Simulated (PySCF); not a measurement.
**CH$_{2}$F$_{3}$O$_{2}$SSi (SMILES O=S(=O)([SiH2])C(F)(F)F) (doublet): density, localisation and related maps**

```yaml
atoms:
  - { symbol: O, position_ang: [0.3922, -1.8051, 1.0076] }
  - { symbol: S, position_ang: [-0.1272, -0.5227, 0.6221] }
  - { symbol: O, position_ang: [-0.8226, 0.2705, 1.6046] }
  - { symbol: Si, position_ang: [-1.5398, -0.5010, -1.1041] }
  - { symbol: C, position_ang: [1.3774, 0.4981, 0.0830] }
  - { symbol: F, position_ang: [2.3991, 0.5028, 0.9138] }
  - { symbol: F, position_ang: [0.9827, 1.7505, -0.1547] }
  - { symbol: F, position_ang: [1.7538, -0.0282, -1.0910] }
  - { symbol: H, position_ang: [-2.7576, -1.0974, -0.5578] }
  - { symbol: H, position_ang: [-1.6493, 0.9371, -1.3458] }
```

Geometry: GFN2-xTB.

Level of theory: UKS B3LYP, pcH-1 on C F H O S Si, non-relativistic, mean-field spin-orbit, GIAO (PySCF 2.14.0, density-fitted response routines).

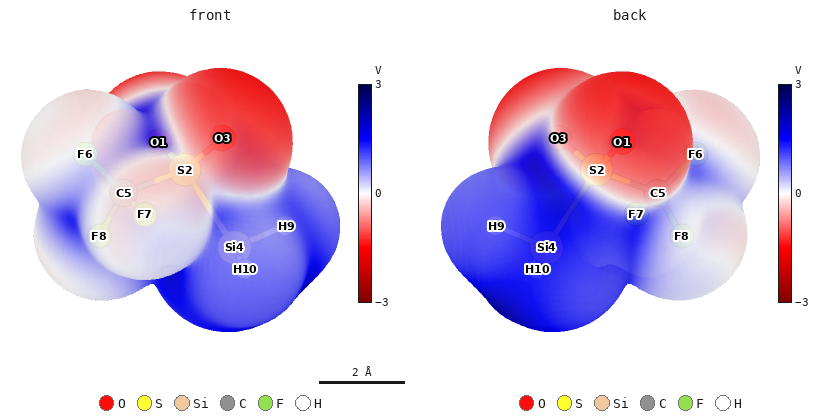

Figure 1. The electrostatic potential painted on the density surface at 0.002 e/bohr³, seen from the front and from behind; red is negative and blue positive.

**Where is the surface potential most negative and most positive?**

The most negative region (about −1.4 V) lies over O1 and O3, the most positive (about +2.3 V) over Si4.

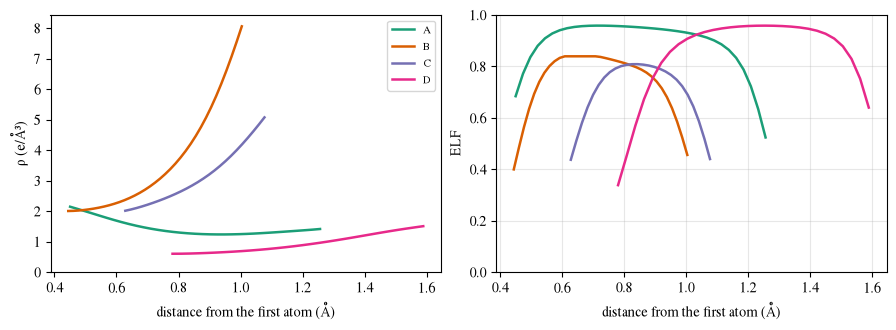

Figure 2. Electron density and ELF along straight lines between neighbouring atoms. The curves leave out the atomic cores.

**Which curve belongs to which contact (C–F, C–S, Si–S and S–O)? The first atom named is at distance zero.**

Curve A: C–S (1.90 Å): the density is about 1.2 e/Å³ at the midpoint; the ELF peaks at about 0.95 between the atoms (a covalent bond). Curve B: C–F (1.32 Å): ρ is about 2.5 e/Å³ halfway; the ELF peaks at about 0.85 between the atoms; a polar covalent bond. Curve C: S–O (1.44 Å): the density is about 2.3 e/Å³ at the midpoint; the ELF peaks at about 0.80 between the atoms, as expected for a short, strongly polar bond. Curve D: Si–S (2.23 Å): ρ is about 0.78 e/Å³ halfway; the ELF peaks at about 0.95 between the atoms; a covalent bond.
